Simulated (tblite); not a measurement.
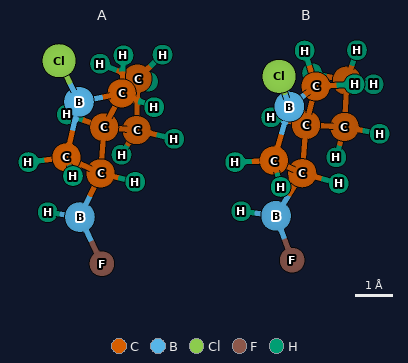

Two geometries of C$_{6}$H$_{12}$B$_{2}$ClF, drawn at one scale. One is the start of a relaxation, the other its converged end. The picture is a ball-and-stick view, seen from a free direction.

These are results of tblite, GFN2-xTB geometry optimisation, gas phase, not measurements. 

**Which geometry has the lower energy?**

Structure B is the relaxed one. An H atom moves most after the best rigid fit: 0.71 Å. Largest moves by element: H 0.71 Å, Cl 0.70 Å, F 0.39 Å, C 0.34 Å, B 0.29 Å. Among the contacts that change: B–Cl 1.824 → 1.696 Å, B–F 1.439 → 1.317 Å, C–H 1.135 → 1.095 Å, C–C 1.504 → 1.544 Å. Bond angles that change, for instance: H–C–H 115.4° → 106.0°, B–C–H 107.3° → 116.7°, C–C–C 105.3° → 112.8°. Groups turn about C–C by about 25°. The energy falls by 1.106 eV in 94 geometry steps. The run took 0.69 s on 1 thread of Intel(R) Xeon(R) 6975P-C (shared host).
